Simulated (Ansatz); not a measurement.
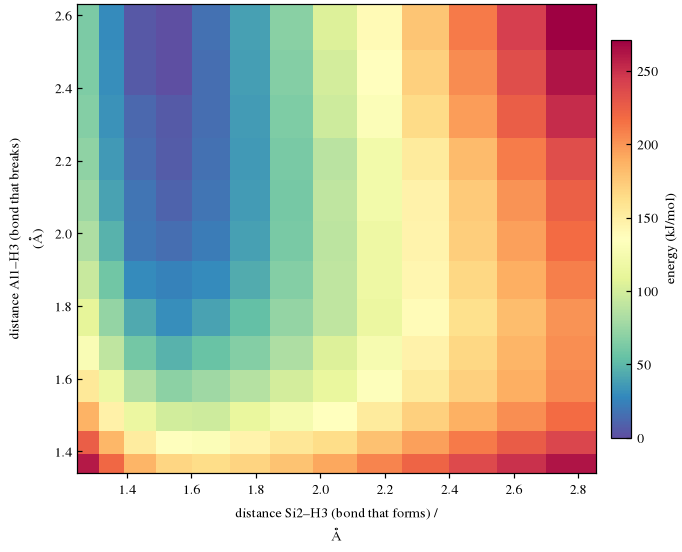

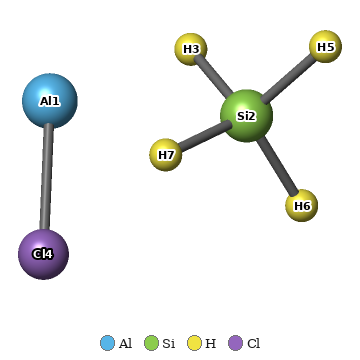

Energy landscape of the reacting system AlClH₄Si (fragments AlClH + H₃Si where the first distance is long, AlCl + H₄Si where the second is long). First axis: distance Si2–H3 (bond that forms). Second axis: distance Al1–H3 (bond that breaks). Relaxed at each point: all other coordinates. Grid: 13 × 13 points. Points are written as (first, second). Energies: kJ/mol, counted from the lowest grid point. Energies and slopes of some neighbouring points disagree (a jump in structure or state, or too coarse a mesh). The reference is spin-restricted, so regions where a bond is pulled apart into radicals lie too high. These are results of RKS PBE-D4/def2-SVP (Ansatz 0.2.0), not measurements.

The picture shows one coloured cell a grid point. The second picture is the structure at the lowest point.

**Describe this landscape.**

The lowest grid point is at (1.543 Å, 2.568 Å). It lies on the edge of the grid, but the force there points inwards, so the minimum lies inside the range. The highest grid point, (2.778 Å, 2.568 Å), lies 271 kJ/mol above the lowest.

The values on the grid:

| second ↓, first → | 1.278 | 1.345 | 1.438 | 1.543 | 1.658 | 1.780 | 1.909 | 2.043 | 2.182 | 2.325 | 2.472 | 2.623 | 2.778 |
| --- | --- | --- | --- | --- | --- | --- | --- | --- | --- | --- | --- | --- | --- |
| 2.568 | 63 | 29 | 5 | 0 | 16 | 39 | 69 | 104 | 141 | 177 | 211 | 243 | 271 |
| 2.444 | 64 | 30 | 6 | 0 | 16 | 38 | 66 | 101 | 136 | 171 | 204 | 235 | 262 |
| 2.323 | 67 | 32 | 12 | 6 | 16 | 36 | 64 | 97 | 131 | 165 | 196 | 225 | 251 |
| 2.206 | 70 | 35 | 14 | 7 | 16 | 36 | 62 | 88 | 121 | 153 | 183 | 210 | 235 |
| 2.091 | 76 | 40 | 19 | 10 | 18 | 37 | 61 | 90 | 121 | 146 | 175 | 201 | 224 |
| 1.980 | 84 | 47 | 20 | 16 | 22 | 39 | 62 | 89 | 118 | 146 | 172 | 196 | 217 |
| 1.873 | 95 | 58 | 30 | 25 | 29 | 44 | 66 | 91 | 117 | 143 | 167 | 190 | 210 |
| 1.770 | 110 | 72 | 42 | 30 | 40 | 53 | 72 | 90 | 115 | 139 | 161 | 182 | 200 |
| 1.672 | 129 | 91 | 60 | 47 | 55 | 66 | 83 | 104 | 126 | 147 | 167 | 186 | 203 |
| 1.580 | 155 | 116 | 84 | 69 | 77 | 86 | 100 | 113 | 133 | 153 | 172 | 189 | 205 |
| 1.496 | 187 | 148 | 115 | 99 | 97 | 113 | 125 | 135 | 153 | 171 | 188 | 203 | 218 |
| 1.422 | 225 | 185 | 152 | 134 | 131 | 146 | 156 | 164 | 180 | 196 | 211 | 226 | 239 |
| 1.368 | 260 | 220 | 186 | 168 | 164 | 169 | 179 | 192 | 207 | 222 | 236 | 250 | 263 |

Each point was launched as `ansatz run input.yaml --threads 1 --pin off --max-ram 2560MiB --backend cpu --events-out ev --progress --plain --runs-dir out`. The whole map (169 points run) took 20 min on 1 thread of Arm Neoverse V1, on a shared host.
